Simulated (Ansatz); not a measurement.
# ClF2HMoO2: what the fields show

| atom | x (Å) | y (Å) | z (Å) |
| --- | --- | --- | --- |
| Cl | 0.1597 | 1.8983 | 1.1217 |
| F | 0.0128 | -0.8952 | -1.6674 |
| F | -1.1571 | 1.2208 | -1.2715 |
| Mo | -0.3668 | 0.0274 | -0.1085 |
| O | -1.6462 | -0.6801 | 0.6329 |
| O | 1.0504 | -0.8498 | 0.6757 |
| H | 2.0084 | -0.7895 | 0.5713 |

Geometry: PBE0-D4/def2-SVP; core potentials replace the inner electrons of Mo.

Computed with isolated molecule in a Gaussian basis; Kohn-Sham density functional theory, functional PBE0 in Ansatz.

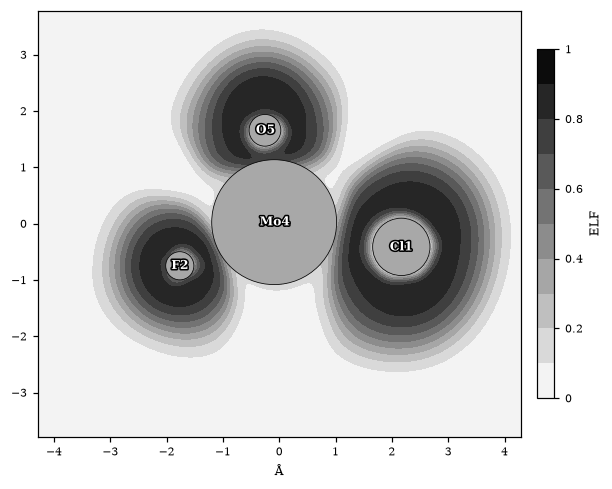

Figure 1. ELF on the plane of atoms Cl1, Mo4 and O5. Grey discs cover the atomic cores.

Read the bonding off the picture.

Atoms in the plane: Cl, F, Mo and O.
Mo–O (1.64 Å): the ELF peaks at about 0.75 in the valence shell of O, 0.5 Å from its nucleus, and drops to about 0.40 between the two atoms.
Mo–F (1.85 Å): the ELF peaks at about 0.80 in the valence shell of F, 0.5 Å from its nucleus, and drops to about 0.25 between the two atoms.
Mo–Cl (2.30 Å): the ELF peaks at about 0.85 in the valence shell of Cl, 0.8 Å from its nucleus, and is about 0.45 at the midpoint.

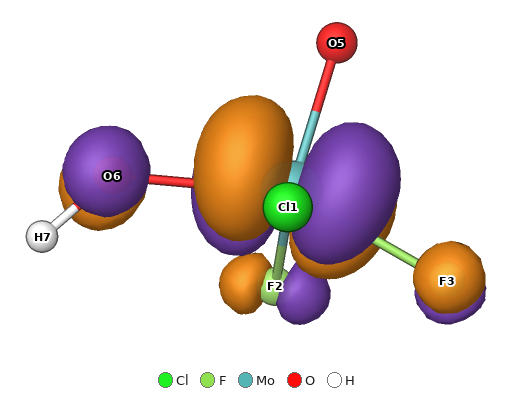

Figure 2. One frontier orbital at ±0.2 Å⁻³ᐟ² (orange and purple are the two phases), seen from one side.

Which orbital is it: HOMO or LUMO?

The LUMO, at −4.51 eV. It lies mainly on Mo4 (about 65 %), O6 (about 15 %), F3 (about 5 %) and Cl1 (about 5 %).
